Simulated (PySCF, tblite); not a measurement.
# C6H9NO2: dynamics, then NMR shifts on frames

How do NMR shifts of C6H9NO2 (`O=C(O)[C@@H]1CC=NCC1`) change as the atoms move?

Programs: tblite 0.8.0 and PySCF 2.14.0, with density-fitted response routines of our own. Each step states its level of theory. These are calculated values for one molecule in the gas phase, unless marked as measured. Atoms are numbered from 0 throughout.

## 1. The molecule as given

18 atoms, charge 0, multiplicity 1; geometry from: GFN2-xTB.

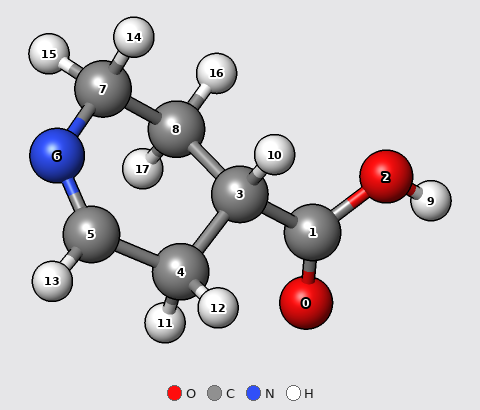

The starting geometry (oxygen red, carbon grey, nitrogen blue, hydrogen white), atoms numbered; sticks join atoms by distance.

## 2. Dynamics with GFN2-xTB

What the job is given:

```
{"job": {"kind": "md", "xc": "GFN2-xTB", "basis": "xTB", "temperature": 200, "steps": 2000, "every": 50, "frames": 5}, "charge": 0, "multiplicity": 1}
O      2.528468    -0.970638    -0.281216
C      1.976825     0.071916    -0.052015
O      2.607343     1.251328    -0.118287
C      0.515725     0.237888     0.294523
C     -0.037107    -1.004453     0.992059
C     -1.536828    -1.038267     0.935223
N     -2.294189    -0.328772     0.230646
C     -1.750421     0.644634    -0.674957
C     -0.269067     0.456440    -1.008144
H      3.533286     1.127622    -0.381649
H      0.408062     1.124331     0.925907
H      0.359038    -1.899556     0.501676
H      0.283817    -1.040670     2.035479
H     -2.020086    -1.758941     1.586575
H     -1.921335     1.628629    -0.224483
H     -2.353594     0.597673    -1.586514
H      0.108011     1.329643    -1.541712
H     -0.146707    -0.422491    -1.644770
```

With the program's defaults for keys left out, this is: GFN2-xTB Langevin dynamics, gas phase.

On the command line:

```bash
OMP_NUM_THREADS=1 python probes_run.py task.json out
```

One launch serves the whole session: the jobs run in the order shown.

Output:

```text
t/fs     T/K      E/eV
    0.0   169.6   -775.40845
   25.0   107.4   -775.07303
   50.0   145.3   -775.14601
   75.0    98.5   -775.16547
  100.0   135.5   -775.22261
  125.0   147.8   -775.15456
  150.0   137.7   -775.04731
  175.0   107.6   -775.02500
  200.0   149.8   -774.98852
  225.0   156.6   -774.95449
  250.0   183.9   -774.98743
  275.0   178.0   -774.88178
  300.0   181.3   -774.98165
  325.0   221.9   -774.92847
  350.0   206.2   -774.98679
  375.0   177.0   -774.97627
  400.0   183.6   -775.06771
  425.0   175.7   -775.09244
  450.0   238.5   -775.15132
  475.0   195.1   -775.06054
  500.0   198.4   -775.06358
  525.0   165.4   -775.01340
  550.0   160.4   -774.95927
  575.0   152.5   -775.01130
  600.0   170.4   -775.10087
  625.0   169.2   -774.94182
  650.0   153.0   -775.04568
  675.0   182.3   -774.99410
  700.0   241.5   -775.00712
  725.0   178.8   -774.88461
  750.0   159.9   -774.80095
  775.0   196.6   -774.91599
  800.0   213.4   -774.89273
  825.0   190.2   -774.97434
  850.0   212.6   -774.99591
  875.0   180.8   -774.84645
  900.0   211.7   -774.94909
  925.0   171.6   -774.90391
  950.0   154.1   -774.98171
  975.0   188.0   -774.96061
 1000.0   232.4   -775.10200
```

Wall time 11 s (1 thread of Arm Neoverse V2, shared host); peak memory 0.18 GiB.

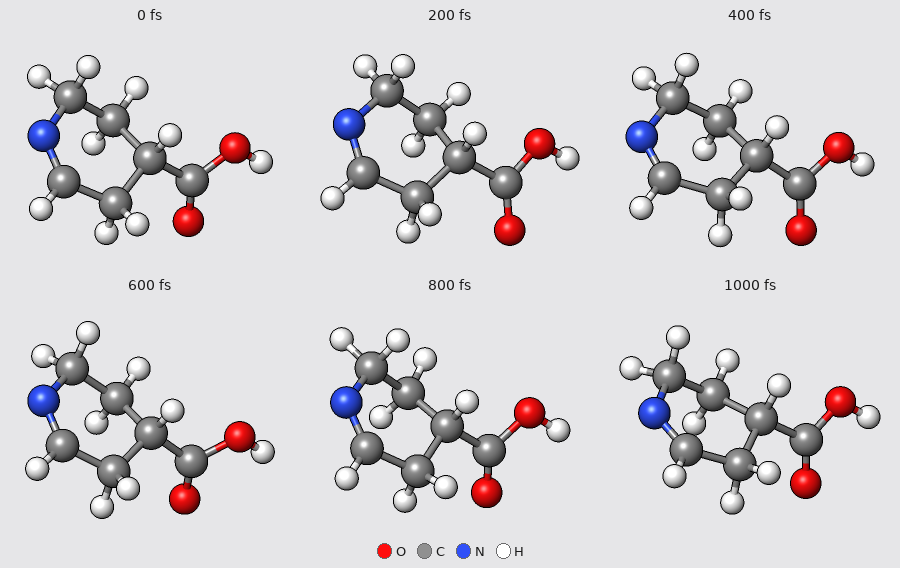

Frames of the run.

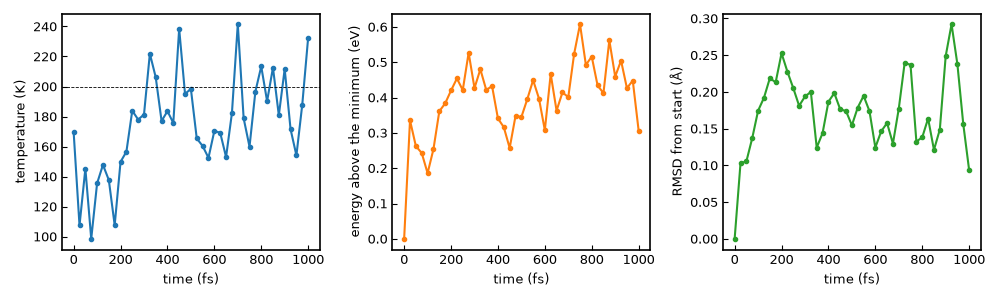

Temperature, potential energy and distance from the start.

Positions (Å) and forces (eV/Å) at 1000 fs:

```xyz
18

O     2.768   -1.279   -0.042    0.907   -1.161    0.395
C     2.185   -0.246    0.019   -1.921    0.011   -0.835
O     2.700    0.891   -0.408    0.320    0.814    0.280
C     0.684   -0.146    0.339   -0.175    0.393    0.122
C     0.284   -1.190    1.398   -0.469    0.381    0.363
C    -1.219   -1.372    1.464    0.400   -0.353    0.621
N    -2.089   -1.026    0.637    0.315    0.307   -0.002
C    -1.690   -0.273   -0.522   -0.617    0.720    0.353
C    -0.210   -0.351   -0.931    0.279   -0.438   -0.008
H     3.650    0.782   -0.588   -0.056    0.016   -0.144
H     0.494    0.902    0.729    0.073   -1.039   -0.379
H     0.683   -2.195    1.226    0.284    0.258   -0.274
H     0.633   -0.867    2.396   -0.063   -0.140   -0.334
H    -1.563   -1.911    2.354    0.021    0.093   -0.285
H    -2.086    0.770   -0.310    0.791   -0.741   -0.250
H    -2.341   -0.645   -1.299   -0.059   -0.140   -0.627
H     0.023    0.429   -1.656   -0.060    0.066    0.010
H    -0.038   -1.339   -1.470    0.029    0.955    0.992
```

## 3. Shielding tensors: 250 fs, PBE0/pcSseg-1

What the job is given:

```
{"job": {"kind": "nmr", "xc": "PBE0", "basis": "pcSseg-1", "pop": false}, "charge": 0, "multiplicity": 1}
O      2.621100    -1.061200     0.606500
C      1.929500    -0.140200     0.249800
O      2.445900     1.044700    -0.131800
C      0.387900    -0.085400     0.346300
C     -0.282000    -1.339700     0.886000
C     -1.770500    -1.321500     0.529300
N     -2.409600    -0.551000    -0.168000
C     -1.720900     0.436500    -0.951000
C     -0.217800     0.185300    -1.107800
H      3.420900     1.001400    -0.207200
H      0.253100     0.863900     0.863800
H      0.151800    -2.253200     0.496500
H     -0.158700    -1.291600     1.967900
H     -2.392600    -2.047600     1.059000
H     -1.854600     1.409000    -0.427200
H     -2.113500     0.462400    -1.936800
H      0.266900     1.073200    -1.445300
H      0.019000    -0.672200    -1.694900
```

With the program's defaults for keys left out, this is: GIAO PBE0/pcSseg-1 NMR shielding, non-relativistic, gas phase.

Output:

```text
coarse grid: 15336 points
cycle   1  E = -438.4521546558  dE =  1.544e+00  |g| = 9.476e-01  |ddm| = 3.865e+00
cycle   2  E = -438.1158902539  dE =  3.363e-01  |g| = 1.655e+00  |ddm| = 1.938e+00
cycle   3  E = -438.6098975969  dE = -4.940e-01  |g| = 2.813e-01  |ddm| = 1.364e+00
cycle   4  E = -438.6237291152  dE = -1.383e-02  |g| = 8.869e-02  |ddm| = 2.362e-01
cycle   5  E = -438.6249610983  dE = -1.232e-03  |g| = 2.391e-02  |ddm| = 6.255e-02
cycle   6  E = -438.6250753969  dE = -1.143e-04  |g| = 8.708e-03  |ddm| = 2.691e-02
cycle   7  E = -438.6250904795  dE = -1.508e-05  |g| = 2.820e-03  |ddm| = 8.898e-03
cycle   8  E = -438.6250920184  dE = -1.539e-06  |g| = 6.728e-04  |ddm| = 2.404e-03
final grid: 149008 points
cycle   9  E = -438.6987363746  dE = -3.736e-05  |g| = 1.264e-02  |ddm| = 3.477e-02
cycle  10  E = -438.6986893792  dE =  4.700e-05  |g| = 2.030e-02  |ddm| = 2.446e-02
cycle  11  E = -438.6987670175  dE = -7.764e-05  |g| = 2.890e-03  |ddm| = 1.551e-02
cycle  12  E = -438.6987686038  dE = -1.586e-06  |g| = 4.517e-04  |ddm| = 2.132e-03
cycle  13  E = -438.6987686354  dE = -3.163e-08  |g| = 1.579e-04  |ddm| = 3.739e-04
cycle  14  E = -438.6987686403  dE = -4.864e-09  |g| = 3.938e-05  |ddm| = 1.406e-04
cycle  15  E = -438.6987686406  dE = -3.024e-10  |g| = 9.744e-06  |ddm| = 4.092e-05
converged SCF energy = -438.6987686406

GIAO shielding tensors (ppm)
atom      isotropic    diamagn.    paramagn.     s11        s22        s33       span
  0 O     -109.298     400.935    -510.233   -375.217   -233.273    280.598    655.816
  1 C        3.887     248.531    -244.644   -104.410     45.578     70.494    174.905
  2 O      130.122     392.294    -262.171    -19.461    150.881    258.948    278.409
  3 C      142.715     251.930    -109.216    128.475    135.108    164.561     36.086
  4 C      156.775     249.706     -92.932    138.404    158.247    173.673     35.269
  5 C       29.342     249.804    -220.462    -70.447     34.002    124.471    194.918
  6 N      -90.543     330.372    -420.915   -428.817   -131.192    288.378    717.195
  7 C      134.792     247.748    -112.956    124.649    126.933    152.794     28.145
  8 C      155.779     252.539     -96.760    150.623    152.971    163.743     13.120
  9 H       25.400      29.062      -3.661     19.487     22.549     34.165     14.677
 10 H       29.323      33.906      -4.584     26.322     28.343     33.302      6.980
 11 H       29.447      31.058      -1.611     26.115     28.171     34.054      7.939
 12 H       29.465      30.509      -1.044     24.995     27.723     35.677     10.681
 13 H       23.938      26.962      -3.024     19.834     24.333     27.647      7.812
 14 H       27.785      30.017      -2.232     24.244     26.678     32.434      8.189
 15 H       28.189      29.903      -1.715     23.601     26.938     34.028     10.427
 16 H       30.088      33.399      -3.312     25.326     30.010     34.926      9.600
 17 H       31.128      33.514      -2.386     27.163     29.842     36.380      9.217
```

It took 38 s on 1 thread of Arm Neoverse V2, shared host; peak memory 0.87 GiB.

The references, computed at this level on geometries of the same kind, shield at (ppm): ¹H TMS 31.72, ¹³C TMS 186.9, ¹⁵N NH3 267.7, ¹⁷O H2O 336.1. Their shielding less the atom's gives the shift. The references are single molecules in the gas phase, so shifts against H2O, NH3, PH3, H3PO4 or CFCl3 are not on the usual liquid scales and can be off by tens of ppm. Each atom is listed at this fixed geometry, with no averaging over motion; a spectrum would average atoms that exchange fast.

```csv
atoms,environment,σ (ppm),δ (ppm)
C1,carboxylic acid carbon,3.9,183.0
C5,C=N carbon,29.3,157.6
C7,sp3 CH2 bonded to N,134.8,52.1
C3,sp3 CH α to a carbonyl,142.7,44.2
C8,sp3 CH2 in a ring,155.8,31.1
C4,sp3 CH2 in a ring,156.8,30.2
H13,hydrogen on a C=N carbon,23.94,7.78
H9,hydrogen on an acid hydroxyl oxygen,25.40,6.32
H14,hydrogen on an sp3 CH2 bonded to N,27.79,3.93
H15,hydrogen on an sp3 CH2 bonded to N,28.19,3.53
H10,hydrogen on an sp3 CH α to a carbonyl,29.32,2.39
H11,hydrogen on an sp3 CH2 in a ring,29.45,2.27
H12,hydrogen on an sp3 CH2 in a ring,29.46,2.25
H16,hydrogen on an sp3 CH2 in a ring,30.09,1.63
H17,hydrogen on an sp3 CH2 in a ring,31.13,0.59
O0,carbonyl oxygen,-109.3,445.4
O2,acid hydroxyl oxygen,130.1,206.0
N6,imine nitrogen,-90.5,358.3
```

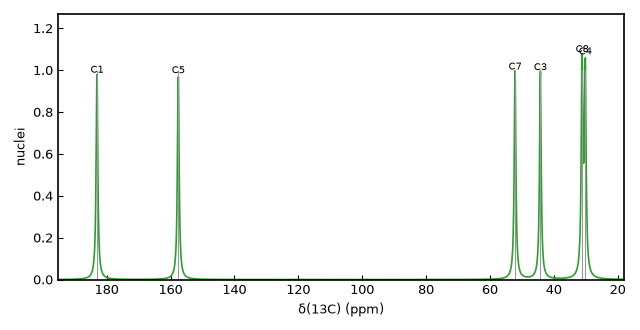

¹³C lines at the computed shifts, without couplings. Lines are broadened to a width of 0.61 ppm (Lorentzian).

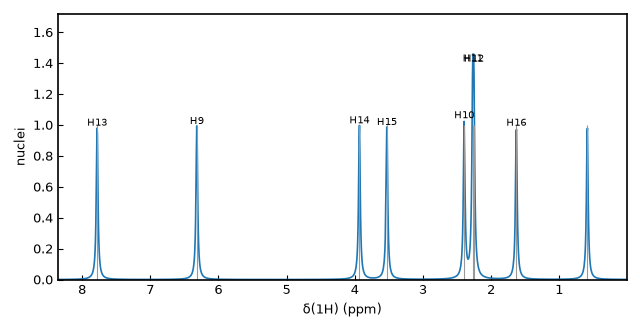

¹H lines at the computed shifts, without couplings. Lines are broadened to a width of 0.03 ppm (Lorentzian).

Ring of atoms C3, C4, C5, N6, C7, C8: NICS(0) -0.4, NICS(1) -2.5, NICS(1)zz 0.8 ppm (means of both faces).

Orbitals, density, ELF and potential are computed afterwards from the orbital file.

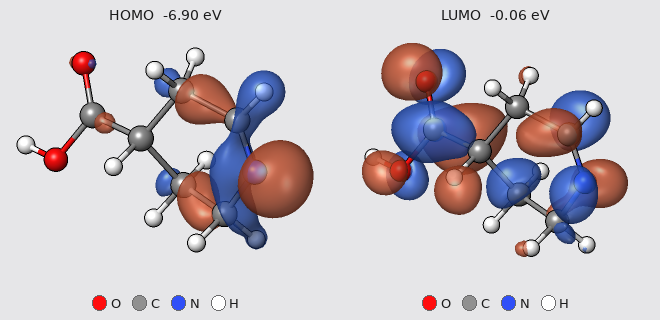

PBE0/pcSseg-1 orbitals near the gap, drawn at the value that encloses 70 % of each; the two colours are the two signs.

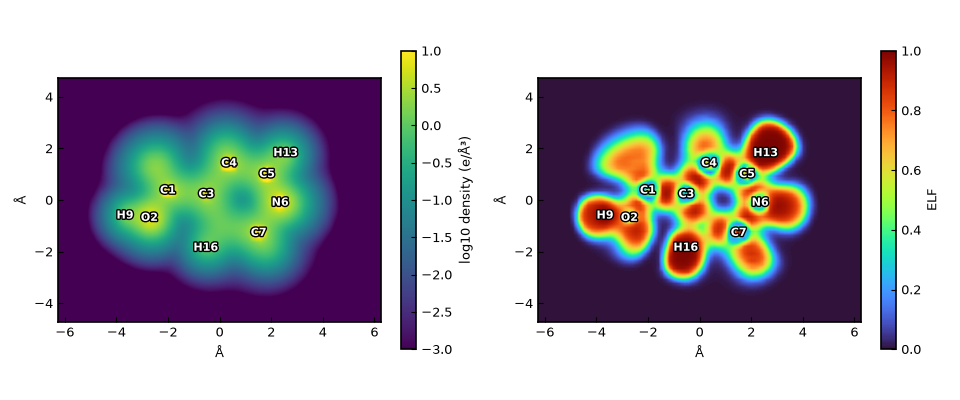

Density (left) and ELF (right) in a plane through or near 10 of the atoms.

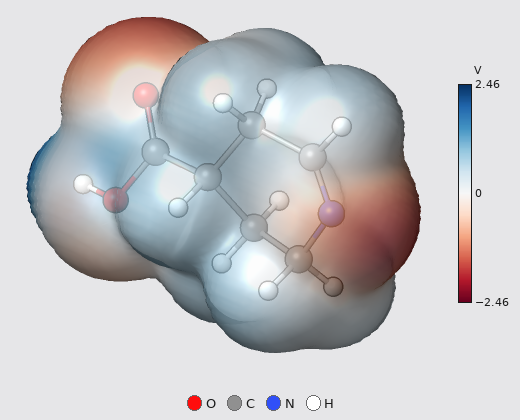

The potential that a unit positive charge feels on the 0.002 e/bohr³ surface, from the 1st to the 99th percentile, from -1.70 V near N6 to 2.46 V near H9.

## 4. Nuclear shieldings: 425 fs, PBE0/pcSseg-1

What the job is given:

```
{"job": {"kind": "nmr", "xc": "PBE0", "basis": "pcSseg-1", "pop": false}, "charge": 0, "multiplicity": 1}
O      2.713700    -1.429100     0.239300
C      2.171400    -0.368200     0.230600
O      2.848500     0.803100     0.019000
C      0.679700    -0.105100     0.464600
C      0.016600    -1.158700     1.327400
C     -1.418100    -1.476300     0.916700
N     -2.101300    -0.909200     0.043700
C     -1.507200     0.084700    -0.769200
C     -0.017200    -0.118000    -0.925700
H      3.782700     0.496400    -0.030900
H      0.589200     0.935100     0.836000
H      0.535300    -2.082100     1.239300
H      0.006100    -0.854600     2.343000
H     -1.849400    -2.241300     1.505000
H     -1.684400     1.054000    -0.318900
H     -2.063800     0.104900    -1.759200
H      0.388700     0.646300    -1.539900
H      0.209900    -1.021200    -1.479300
```

With the program's defaults for keys left out, this is: GIAO PBE0/pcSseg-1 NMR shielding, non-relativistic, gas phase.

Output:

```text
coarse grid: 15336 points
cycle   1  E = -438.4624327313  dE =  1.607e+00  |g| = 9.402e-01  |ddm| = 3.876e+00
cycle   2  E = -438.1581240233  dE =  3.043e-01  |g| = 1.607e+00  |ddm| = 1.814e+00
cycle   3  E = -438.6190718003  dE = -4.609e-01  |g| = 2.568e-01  |ddm| = 1.247e+00
cycle   4  E = -438.6304769127  dE = -1.141e-02  |g| = 8.935e-02  |ddm| = 2.162e-01
cycle   5  E = -438.6317433732  dE = -1.266e-03  |g| = 2.305e-02  |ddm| = 6.150e-02
cycle   6  E = -438.6318489435  dE = -1.056e-04  |g| = 8.298e-03  |ddm| = 2.538e-02
cycle   7  E = -438.6318624432  dE = -1.350e-05  |g| = 2.887e-03  |ddm| = 8.461e-03
cycle   8  E = -438.6318640715  dE = -1.628e-06  |g| = 6.786e-04  |ddm| = 2.430e-03
final grid: 149008 points
cycle   9  E = -438.7055025508  dE = -4.175e-05  |g| = 1.286e-02  |ddm| = 3.603e-02
cycle  10  E = -438.7054565632  dE =  4.599e-05  |g| = 2.031e-02  |ddm| = 2.386e-02
cycle  11  E = -438.7055345373  dE = -7.797e-05  |g| = 2.452e-03  |ddm| = 1.469e-02
cycle  12  E = -438.7055356787  dE = -1.141e-06  |g| = 5.025e-04  |ddm| = 1.907e-03
cycle  13  E = -438.7055357183  dE = -3.955e-08  |g| = 1.764e-04  |ddm| = 4.174e-04
cycle  14  E = -438.7055357244  dE = -6.108e-09  |g| = 3.885e-05  |ddm| = 1.539e-04
cycle  15  E = -438.7055357247  dE = -2.728e-10  |g| = 1.487e-05  |ddm| = 4.323e-05
converged SCF energy = -438.7055357247

GIAO shielding tensors (ppm)
atom      isotropic    diamagn.    paramagn.     s11        s22        s33       span
  0 O      -82.912     400.812    -483.724   -310.224   -221.853    283.341    593.565
  1 C        4.919     251.443    -246.524    -97.116     40.884     70.988    168.104
  2 O      107.122     389.282    -282.160    -51.421    114.893    257.893    309.315
  3 C      146.051     248.588    -102.537    133.950    136.533    167.671     33.721
  4 C      158.318     251.026     -92.708    137.900    161.026    176.028     38.128
  5 C       24.023     251.404    -227.381    -87.958     29.929    130.097    218.054
  6 N     -106.971     329.791    -436.762   -479.217   -133.634    291.938    771.155
  7 C      134.732     246.529    -111.798    120.116    132.418    151.661     31.545
  8 C      160.843     249.947     -89.105    145.634    167.491    169.403     23.769
  9 H       25.414      27.898      -2.484     20.457     22.475     33.309     12.852
 10 H       28.608      32.428      -3.820     25.262     27.298     33.264      8.002
 11 H       29.955      32.026      -2.072     25.839     29.706     34.320      8.481
 12 H       30.598      31.152      -0.554     26.122     28.998     36.675     10.553
 13 H       24.291      28.903      -4.612     21.827     22.713     28.333      6.506
 14 H       28.295      31.008      -2.713     25.488     26.724     32.673      7.185
 15 H       26.407      28.260      -1.853     21.884     25.008     32.330     10.447
 16 H       30.714      33.090      -2.375     26.308     30.072     35.763      9.455
 17 H       30.806      32.657      -1.851     26.490     29.546     36.381      9.891
```

It took 31 s on 1 thread of Arm Neoverse V2, shared host; peak memory 0.92 GiB.

Key values: δ C1 182.0, C5 162.9, C7 52.2, C3 40.9, H13 7.43, H9 6.30 ppm.

## 5. NMR shieldings: 625 fs, PBE0/pcSseg-1

What the job is given:

```
{"job": {"kind": "nmr", "xc": "PBE0", "basis": "pcSseg-1", "pop": false}, "charge": 0, "multiplicity": 1}
O      2.565300    -1.503500    -0.100500
C      2.101000    -0.433700     0.278000
O      2.814000     0.720300     0.378000
C      0.616000    -0.160200     0.574000
C     -0.110500    -1.254900     1.380200
C     -1.663900    -1.217300     1.167700
N     -2.243800    -0.561100     0.266700
C     -1.528700     0.327100    -0.613000
C     -0.045800    -0.046100    -0.815000
H      3.779300     0.599400     0.279300
H      0.548800     0.729100     1.166600
H      0.253800    -2.221300     1.044700
H      0.015700    -1.258700     2.441100
H     -2.236000    -1.931100     1.730900
H     -1.550400     1.258600    -0.079800
H     -2.055800     0.457100    -1.570800
H      0.412800     0.740300    -1.413100
H      0.013500    -0.931500    -1.496800
```

Level: GIAO PBE0/pcSseg-1 NMR shielding, non-relativistic, gas phase.

Output:

```text
coarse grid: 15336 points
cycle   1  E = -438.4471499608  dE =  1.393e+00  |g| = 9.537e-01  |ddm| = 3.839e+00
cycle   2  E = -438.0470835165  dE =  4.001e-01  |g| = 1.750e+00  |ddm| = 1.914e+00
cycle   3  E = -438.6064356000  dE = -5.594e-01  |g| = 3.033e-01  |ddm| = 1.375e+00
cycle   4  E = -438.6224976275  dE = -1.606e-02  |g| = 9.649e-02  |ddm| = 2.464e-01
cycle   5  E = -438.6239650687  dE = -1.467e-03  |g| = 2.584e-02  |ddm| = 6.632e-02
cycle   6  E = -438.6240961307  dE = -1.311e-04  |g| = 1.035e-02  |ddm| = 2.874e-02
cycle   7  E = -438.6241172953  dE = -2.116e-05  |g| = 3.341e-03  |ddm| = 9.954e-03
cycle   8  E = -438.6241194978  dE = -2.203e-06  |g| = 7.960e-04  |ddm| = 2.818e-03
final grid: 149008 points
cycle   9  E = -438.6986305668  dE = -3.488e-05  |g| = 1.322e-02  |ddm| = 3.418e-02
cycle  10  E = -438.6985732371  dE =  5.733e-05  |g| = 2.189e-02  |ddm| = 2.450e-02
cycle  11  E = -438.6986639228  dE = -9.069e-05  |g| = 3.095e-03  |ddm| = 1.560e-02
cycle  12  E = -438.6986657437  dE = -1.821e-06  |g| = 5.020e-04  |ddm| = 2.234e-03
cycle  13  E = -438.6986657839  dE = -4.017e-08  |g| = 1.740e-04  |ddm| = 4.193e-04
cycle  14  E = -438.6986657899  dE = -6.073e-09  |g| = 4.487e-05  |ddm| = 1.601e-04
cycle  15  E = -438.6986657903  dE = -3.429e-10  |g| = 2.061e-05  |ddm| = 5.167e-05
converged SCF energy = -438.6986657903

GIAO shielding tensors (ppm)
atom      isotropic    diamagn.    paramagn.     s11        s22        s33       span
  0 O     -108.944     401.377    -510.321   -353.092   -259.932    286.191    639.283
  1 C       -0.346     250.329    -250.675   -114.133     45.866     67.229    181.362
  2 O      122.007     390.652    -268.645    -27.278    144.762    248.535    275.813
  3 C      145.571     247.253    -101.682    131.989    134.736    169.989     38.000
  4 C      152.217     249.079     -96.862    130.601    156.944    169.105     38.504
  5 C       22.487     252.359    -229.871    -90.417     34.535    123.343    213.760
  6 N     -126.981     328.691    -455.672   -518.592   -142.050    279.699    798.292
  7 C      132.785     247.683    -114.898    124.268    124.892    149.195     24.927
  8 C      156.991     249.715     -92.724    135.586    163.346    172.041     36.455
  9 H       25.344      28.126      -2.781     19.224     22.285     34.524     15.300
 10 H       29.190      33.187      -3.997     25.600     28.432     33.538      7.938
 11 H       29.481      30.870      -1.388     26.070     28.592     33.781      7.711
 12 H       30.217      30.759      -0.542     26.663     28.504     35.484      8.821
 13 H       23.731      28.155      -4.424     21.588     22.550     27.055      5.467
 14 H       28.380      31.697      -3.317     25.832     26.991     32.317      6.484
 15 H       27.205      29.355      -2.150     22.898     25.703     33.015     10.117
 16 H       30.067      32.464      -2.397     26.112     29.256     34.832      8.720
 17 H       29.236      31.618      -2.382     25.270     28.103     34.335      9.064
```

Run time: 30 s. Hardware: 1 thread of Arm Neoverse V2, shared host; peak memory 0.89 GiB.

Key values: δ C1 187.3, C5 164.4, C7 54.1, C3 41.4, H13 7.99, H9 6.37 ppm.

[end of part 1 of 2]
